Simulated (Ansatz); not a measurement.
The compound is SrAgO3 (cubic perovskite) (Pm-3m).

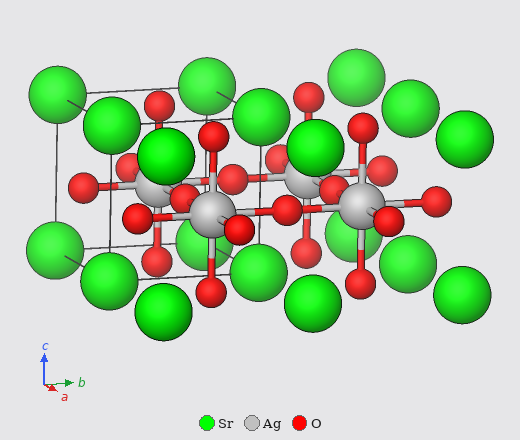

The structure (strontium green, silver light grey, oxygen red). 2×2×1 cells are drawn. Some periodic images of atoms are drawn too.

The structure was built from a prototype and need not be the compound's stable phase.

```yaml
crystal:
  lattice:
    - [0.00000, -3.96201, 0.00000]
    - [0.00000, 0.00000, 3.96201]
    - [-3.96201, 0.00000, 0.00000]
  atoms:
    - { symbol: Sr, position: [0.00000, 0.00000, 0.00000] }
    - { symbol: Ag, position: [0.50000, 0.50000, 0.50000] }
    - { symbol: O, position: [0.50000, 0.50000, 0.00000] }
    - { symbol: O, position: [0.50000, 0.00000, 0.50000] }
    - { symbol: O, position: [0.00000, 0.50000, 0.50000] }
```

The structure was relaxed with LDA. The structure type comes from a generator and need not be one that this composition takes. The structure was generated from a model, not taken from a measurement. The runs that relaxed it are not among those shown. The program's search for lower electronic states was switched off, so nothing shows that the state found is the lowest. PAW set soft_2, made with PBE.

A constrained-RPA run (Ansatz 0.2.0; non-magnetic LDA; Ag d + anion p, bands v13 to c1, 4×4×4 mesh, medium accuracy) builds 14 functions on bands 11 eV wide, with 25.0 electrons in the window. The bare on-site interaction is 19.7 eV and the bare J 0.76 eV.

**Question.** What U and J survive the screening?

On the Ag d shell, U = 8.93 eV (45 % of the bare value), U′ = 7.72 eV, J = 0.60 eV.

The parent state is non-magnetic and the interaction static (zero frequency); U depends on the window and the orbitals, so it belongs to this model alone. A window that holds the anion p bands defines a model with explicit ligands; its U belongs to that model and is not the U of DFT+U.

[Paths, hosts, dates, memory and timing lines, banners, echoed tables and standing remarks are left out of the program output.]

[Logs are printed without paths, hosts, clocks, repeated set-up lines and the standing remarks that a program may print on its own settings, such as how far it seeks lower states.]

[Runs of the session that timed out or met a known fault of the program may be left out.]

[Hosts, paths, dates, database ids (printed as entryN), source tags and the programs' standing remarks are cut or masked in the printed files.]
